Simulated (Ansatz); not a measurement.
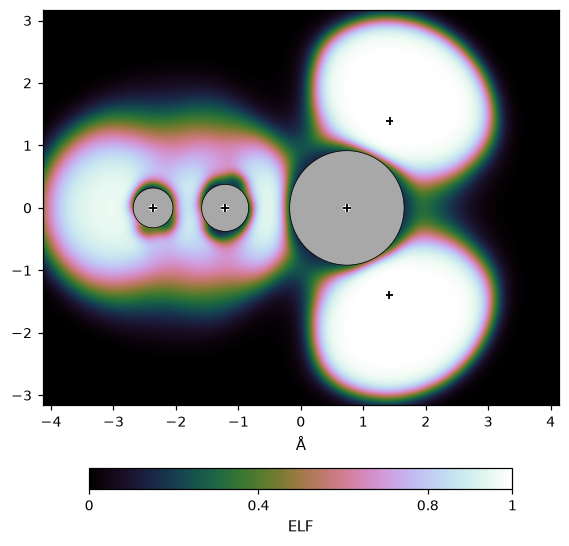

The ELF on a plane through atoms (crosses mark nuclei in the plane; grey discs cover the cores).

Computed with Ansatz 0.2.0, RKS PBE0-D4/def2-TZVPP.

Candidates:
A. CH2GaN (SMILES N#[C][GaH2])
B. CH3NSi (SMILES N#C[SiH3])
C. BH6NOSi (SMILES NB[SiH2]O)

### Which system is this?

Candidate A: CH2GaN on the molecular plane, which holds N, C, Ga and H. C–N (1.15 Å): the ELF peaks at about 0.85 between the atoms (a multiple bond). C–Ga (1.95 Å): the ELF peaks at about 0.95 in the valence shell of C, 0.7 Å from its nucleus, and is about 0.45 at the midpoint.
